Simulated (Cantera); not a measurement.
A closed system holds: 1 mol MgO, 0.65 mol Cl2, at 1650 K.

Cantera equilibrium calculation (NASA polynomials, part measured and part estimated; ideal gas, pure solids and liquids). Candidate condensed phases: Mg, MgCl2, MgO; 11 gas species. Mutual solubility and eutectic melting of coexisting phases are not modelled. Rates play no part.

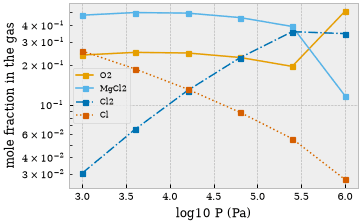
*Equilibrium gas composition (values under 1e-9 drawn at 1e-9)*

From 1000 Pa to 250000 Pa the condensed part is MgO(s). At 1000000 Pa the condensed part is MgCl2(l) + MgO(s). The main Mg-bearing gas is MgCl2 throughout. The share of Mg in condensed phases is highest at 1000000 Pa (94.5 %) and lowest at 4000 Pa (50.7 %).
